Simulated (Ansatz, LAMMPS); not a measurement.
# Relaxing amorphous poly(propylene oxide) (as short chains C35O12H72), from a frame at 260 K (238 atoms), part 3 of 3

Aim: bring amorphous poly(propylene oxide) (as short chains C35O12H72), from a frame at 260 K (238 atoms) to a nearby minimum of the energy and see what moves.

Ansatz 0.2.0; Kohn-Sham DFT, PBE+D3(BJ), PAW (set soft_2), plane waves.

The cell: 70 C, 24 O and 144 H. The network of contacts between molecules at the start is that of the classical potential that made the cell. The density was typed from a rule of thumb and may lie off the real one at this temperature. Sampling is at Γ alone, for a cell whose shortest periodic width is 13 Å.

So far. Step 4 (Relaxation): The relaxation changed the energy by -38.0 meV/atom, and atoms moved by 0.51 Å r.m.s., 1.4 Å at most.

### 6. Single point at the relaxed geometry

The electronic structure is read at the final geometry, in a run of its own.

The input, input.yaml:

```yaml
crystal:
  lattice:
    - [13.01425, 0.0, 0.0]
    - [0.0, 13.01425, 0.0]
    - [0.0, 0.0, 13.01425]
  atoms:
    - { symbol: C, position: [0.58952, 0.17953, 0.98401] }
    - { symbol: O, position: [0.61854, 0.24619, 0.90293] }
    - { symbol: C, position: [0.72299, 0.27619, 0.91248] }
    - { symbol: C, position: [0.74768, 0.35742, 0.83107] }
    - { symbol: C, position: [0.73238, 0.31868, 0.72207] }
    - { symbol: O, position: [0.84795, 0.40018, 0.84975] }
    - { symbol: C, position: [0.93442, 0.33425, 0.83426] }
    - { symbol: C, position: [0.9924, 0.35871, 0.73472] }
    - { symbol: C, position: [0.03486, 0.46771, 0.73487] }
    - { symbol: O, position: [0.07023, 0.28092, 0.72754] }
    - { symbol: C, position: [0.13187, 0.28903, 0.63729] }
    - { symbol: C, position: [0.17168, 0.18494, 0.60326] }
    - { symbol: C, position: [0.21346, 0.19092, 0.49388] }
    - { symbol: O, position: [0.25071, 0.15168, 0.67335] }
    - { symbol: C, position: [0.26051, 0.04261, 0.67312] }
    - { symbol: C, position: [0.36384, 0.00684, 0.71457] }
    - { symbol: C, position: [0.38996, 0.04855, 0.82066] }
    - { symbol: O, position: [0.44419, 0.02137, 0.63999] }
    - { symbol: C, position: [0.49363, 0.11923, 0.63581] }
    - { symbol: C, position: [0.53881, 0.13025, 0.5278] }
    - { symbol: C, position: [0.606, 0.04008, 0.49674] }
    - { symbol: O, position: [0.60124, 0.22157, 0.52358] }
    - { symbol: C, position: [0.55062, 0.31233, 0.49031] }
    - { symbol: C, position: [0.53161, 0.31885, 0.37443] }
    - { symbol: C, position: [0.52195, 0.43051, 0.34005] }
    - { symbol: O, position: [0.44083, 0.25992, 0.35251] }
    - { symbol: C, position: [0.42542, 0.23603, 0.24716] }
    - { symbol: C, position: [0.34811, 0.14783, 0.24125] }
    - { symbol: C, position: [0.39253, 0.04712, 0.28086] }
    - { symbol: O, position: [0.31699, 0.14157, 0.13588] }
    - { symbol: C, position: [0.23352, 0.07277, 0.11841] }
    - { symbol: C, position: [0.16345, 0.11777, 0.03559] }
    [... 200 atom lines left out ...]
    - { symbol: H, position: [0.74501, 0.95461, 0.86643] }
    - { symbol: H, position: [0.61124, 0.92735, 0.86767] }
    - { symbol: H, position: [0.66368, 0.00404, 0.76776] }
    - { symbol: H, position: [0.79304, 0.62109, 0.83801] }
    - { symbol: H, position: [0.71814, 0.63805, 0.72375] }
    - { symbol: H, position: [0.84239, 0.69603, 0.73348] }
kpoints:
  mp_grid: { grid: [1, 1, 1] }
hamiltonian:
  xc: pbe
  dispersion: d3bj
scf:
  occupations: { method: fermi_dirac, width: 0.025 }
output:
  forces: true
  stress: true
  populations: true
  dos:
    method: { smearing: { sigma: 0.1 } }
    de: 0.1
    projected: { site_lists: { C: [C], H: [H], O: [O] } }
  eigenvalues: true
  write_density: true
  write_potential: true
  volumetric_format: npy
  elf: true
```

On the command line:

```sh
> ansatz run input.yaml --threads 4 --pin off --max-ram 8192MiB --backend cpu --events-out ev --progress --plain --runs-dir out
```

Numbers of over 12 decimals in the logs are rounded to 6 here.

The log of the run:

```text
[...]
Crystal: 238 atoms, lattice volume = 2204.233 Å³
Basis set: ecut = 420 eV, 43003 PW (Γ), exchange–correlation on 180×180×180 points (8 copies of the dense FFT grid, shifted against one another)
Bands: 522, of which v1, the nominal top of the filled ones, is band 284 counted from 1 (283 counted from 0)
Symmetry: 1 space group operations
[...]
k-points: 1
[...]
SCF iter   1: F=—  HF=-33487.924720 eV  |F-HF|=—  |Δ(HF+E_count)|=         —  Δρ=4.88e-3  dr2=5.99e-1  ethr=1.77e-3  ⟨swp⟩=6.0  Hψ=2383  notcnv=0  defer=42
[...]
SCF iter   9: F=-33487.906202 eV  HF=-33487.906202 eV  |F-HF|=1.52e-8  |Δ(HF+E_count)|=   9.41e-8  Δρ=1.47e-6  dr2=6.39e-8  ethr=1.76e-11  ⟨swp⟩=16.0  Hψ=4462  notcnv=0
SCF 1 converged in 9 iterations: F = -33487.906202 eV  dr2 = 6.39e-8
[...]
WARN: The input density's exchange-correlation potential varies sharply where the density is thin. Do not read a vacuum level from v_tot or v_xc, or from such a field of the output density. On a cell that repeats whose density bears no net charge and no dipole along the vacuum's axis use v_es (v_loc + v_h of the components); [...]
SCF converged after 9 iterations
Free energy (F): -33487.906202 eV
[...]
Internal energy: -33487.906202 eV  (E = F + TS)
E sigma→0 (E₀):  -33487.906202 eV
Fermi energy:    1.987266 eV
[...]
--- Forces (eV/Å), atoms counted from 1 ---
  atom   1  C      0.00043551     0.00254052    -0.00121679
  atom   2  O      0.00601545     0.00060966     0.00207938
  atom   3  C     -0.00629102     0.00058494    -0.00293914
  atom   4  C     -0.00518623    -0.00480942    -0.00252154
  atom   5  C      0.00225947    -0.00192951     0.00375324
  atom   6  O      0.00372264     0.00030423    -0.00067034
  atom   7  C     -0.00203186     0.00264138    -0.00188668
  atom   8  C     -0.00078496    -0.00200679    -0.00227498
  atom   9  C     -0.00158433     0.00162260    -0.00175759
  atom  10  O     -0.00006156    -0.00169279     0.00112462
  atom  11  C     -0.00267107    -0.00280066    -0.00500637
  atom  12  C      0.00079209     0.00145337     0.00005715
  atom  13  C     -0.00110662    -0.00135518     0.00026678
  atom  14  O      0.00159495    -0.00305480    -0.00067534
[...]
atom 237  H      0.00393561     0.00354378     0.00591811
  atom 238  H     -0.00412674    -0.00116401     0.00544659
  max |Σ_I F_I| component: 1.03e-4 eV/Å
--- Stress (GPa, compression-positive) ---
       -0.165003       0.055076       0.014504
        0.055076      -0.104850       0.015153
        0.014504       0.015153      -0.123501
  P = ⅓ Tr σ = -0.1311 GPa (-1.311 kbar)
--- Band table (eV) ---
[...]
--- Löwdin populations: 238 sites ---
  site symbol       q [e]
     0      C      4.2153
     1      O      6.3310
     2      C      4.0586
[...]
237      H      0.8383
  spilling = 0.012438 (of n_electrons = 568.000000)
```

Run time: 47 s. Hardware: 4 threads of Arm Neoverse V2, shared host; peak memory 3.1 GiB.

The program notes that the exchange-correlation potential is rough where the density is thin.

Read from the output:

```
free energy                                      : -33487.9062 eV
free energy per atom                             : -140.7055 eV/atom
SCF cycles                                       : 9
pressure                                         : -0.1311 GPa
r.m.s. force component                           : 0.00387 eV/Å
longest force                                    : 0.02627 eV/Å
Fermi energy                                     : 1.987 eV
gap (highest filled to lowest empty level) : 4.6 eV
spilling of the projection                       : 0.01244
```

Löwdin charges by element (they lack the spilled electrons, 0.030 e an atom on average):

```
element  coordination  atoms  mean charge (e)  spread   least    most
      C           all     70           -0.138   0.238  -0.477   0.132
      H           all    144            0.174  0.0172   0.138   0.209
      O           all     24           -0.350  0.0074  -0.360  -0.331
```

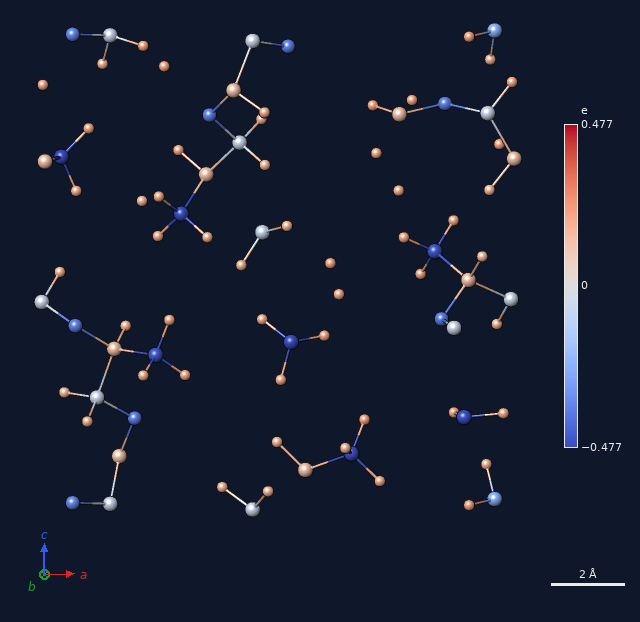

Atoms coloured by Löwdin charge. Drawn is a slice 4 Å thick, seen along the normal of the ac plane. Bonds to atoms that aren't drawn are left out.

States in the cell by windows of 1 eV, zero at the Fermi level; the larger projections on atomic orbitals stand beside the total:

```
from (eV)  to (eV)  total   C p   H s   O p   C s
      -18      -17    3.7   0.4   0.5   0.5   2.2
      -17      -16   21.9   2.5   3.5   2.7  12.4
      -16      -15   18.4   2.7   3.7   1.1   9.5
      -15      -14   11.5   1.8   3.1   1.2   5.2
      -14      -13   36.4   6.5   9.3   3.3  15.3
      -13      -12    4.4   0.9   1.2   0.2   1.5
      -12      -11   34.8  10.6   8.5   5.1   8.4
      -11      -10    9.1   3.1   2.4   1.0   2.0
      -10       -9   38.7  21.5   6.4   8.8   1.0
       -9       -8   47.2  26.8   8.1  10.1   1.1
       -8       -7   50.9  29.3  10.8   8.9   0.9
       -7       -6   73.2  42.0  21.7   7.3   0.6
       -6       -5   71.0  40.4  20.6   8.5   0.4
       -5       -4   48.9  15.5  10.2  20.1   0.4
       -4       -3   15.0   2.3   2.4   9.9   0.2
       -3       -2   34.9   5.5   4.7  23.7   0.4
       -2        2    0.0   0.0   0.0   0.0   0.0
        2        3   14.3   1.8   5.6   0.2   2.3
        3        4   39.2   9.2  12.0   1.1   4.0
        4        5   55.7  13.5  15.4   2.1   4.5
```

Between -24 and -18 eV lie 48 more states.

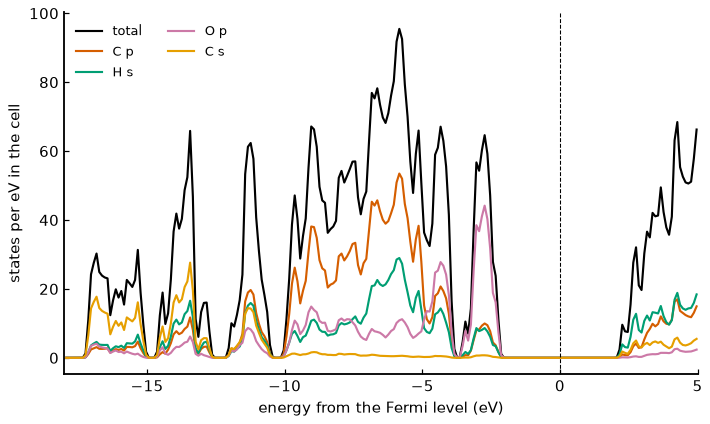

Total and projected density of states, with the broadening of the input.

The levels nearest the highest filled one (over half full), pooled over k-points and spins:

```
level less the highest filled one (eV)  occupation
                                -0.282           2
                                -0.252           2
                                -0.226           2
                                -0.148           2
                               -0.0378           2
                                     0           2
                                  4.60           0
                                  4.85           0
                                  4.98           0
                                  5.03           0
                                  5.05           0
                                  5.14           0
```

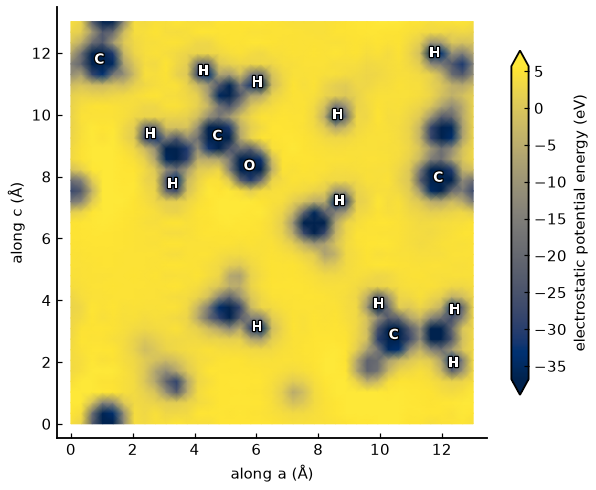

Electrostatic potential energy in the ac plane at fractional y = 0.016, with atoms of C and O and H within 0.2 Å of it. With pseudopotentials it is smooth inside the atoms' cores, unlike the true potential.

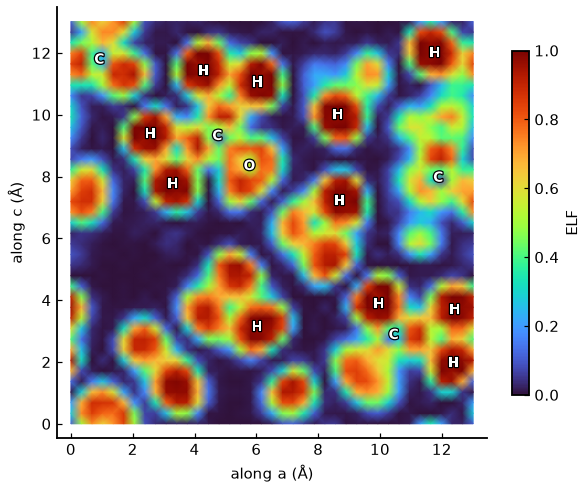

ELF in the ac plane at fractional y = 0.016, with atoms of C and O and H within 0.2 Å of it. It is the smooth field of the valence electrons, not physical close to the nuclei.

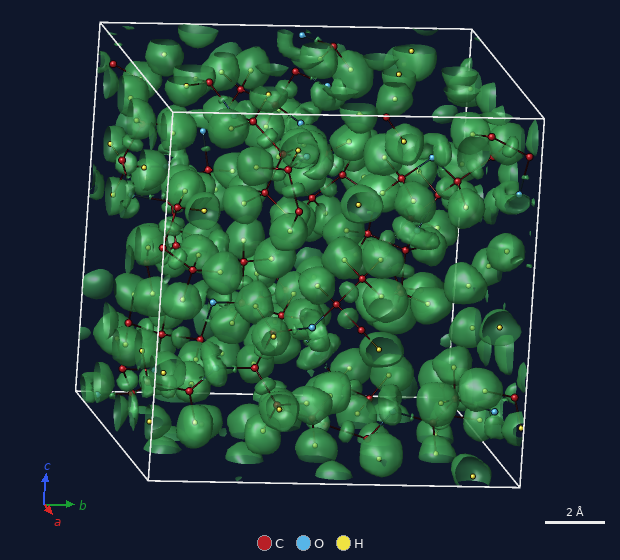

Surface of ELF = 0.85. Bonds to atoms that aren't drawn are left out.

Mean Löwdin charges: C -0.14, H +0.17, O -0.35 e (they miss 1.2 % of the electrons, so they add up to more than the cell's charge). The largest share in the top eV of filled states is O p (69 % of the projected weight), and in the lowest eV of empty states H s (52 % of the projected weight).

Local excerpt of 12 atoms (numbers count through the whole input) about O157, one of the 24 O atoms; x, y, z are measured from there.

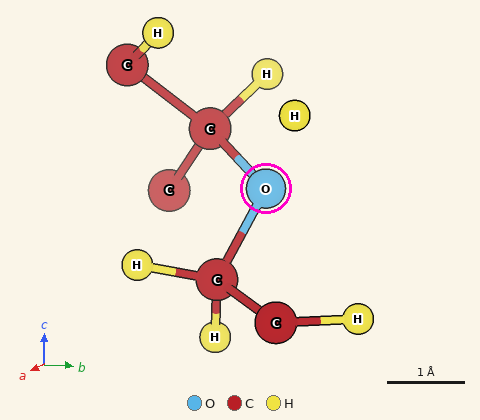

The atoms of the table, within 2.6 Å (arrows a, b, c point along x, y, z); some may hide others; the central atom is ringed.

```
atom      x      y      z  distance (Å)  bonds  Löwdin charge (e)
O157   0.00   0.00   0.00          0.00      2              -0.35
C158   0.84  -0.37  -1.09          1.42      4              -0.07
C155  -0.77  -1.06   0.59          1.44      4               0.11
H220  -1.50  -0.53   1.22          2.01      1               0.19
H225   0.24  -0.62  -1.98          2.09      1               0.16
H224   1.46  -1.26  -0.84          2.10      1               0.16
C159   1.77   0.79  -1.42          2.40      4               0.13
C154   0.10  -1.90   1.54          2.44      4              -0.06
C156  -1.52  -1.91  -0.42          2.47      4              -0.47
H231   1.80   1.06   1.37          2.50      1               0.17
H226   1.16   1.71  -1.42          2.51      1               0.16
H219   0.75  -1.23   2.13          2.57      1               0.18
```

The column of bonds counts only the pairs H-C within 1.34 Å, C-C within 1.85 Å, C-O within 1.73 Å; other neighbours, such as metal atoms beside each other in a compound, aren't counted, and periodic images can show an atom twice.

### 7. Results

* energy change in the relaxation: -37.99 meV/atom
* r.m.s. displacement: 0.511 Å
* largest displacement: 1.408 Å
* free energy per atom: -140.7055 eV/atom
* pressure: -0.1311 GPa
* r.m.s. force component: 0.00387 eV/Å
* gap (highest filled to lowest empty level): 4.6 eV
* wall time of the 3 DFT runs: 7.1 min

What this shows: Relaxation lowers the energy by 38.0 meV/atom and moves atoms by 0.51 Å r.m.s.; the r.m.s. force component goes from 0.82 to 0.0039 eV/Å, the pressure goes from 1.9 to -0.13 GPa, and the gap from 4.39 to 4.60 eV. By the final cutoffs no bond was broken or made. From the first step to the last the energy fell by 9.042 eV, and the largest move was 1.41 Å (H97). The C-C bonds go from 1.516 Å (spread 0.029) to 1.524 Å (spread 0.005). By these cutoffs all C atoms have 4, all H atoms have 1 and all O atoms have 2 bonded neighbours. Filled and empty levels are parted by 4.60 eV (at Γ alone); a semilocal functional tends to put such gaps too low. In a disordered cell it changes from sample to sample, and tail or defect levels can set it.

Caveats: The network of contacts between molecules at the start is that of the classical potential that made the cell; in DFT atoms moved by 0.51 Å r.m.s.

[Logs are printed without paths, hosts, clocks, repeated set-up lines and the standing remarks that a program may print on its own settings, such as how far it seeks lower states.]

[Hosts, paths, dates, database ids (printed as entryN), source tags and the programs' standing remarks are cut or masked in the printed files.]
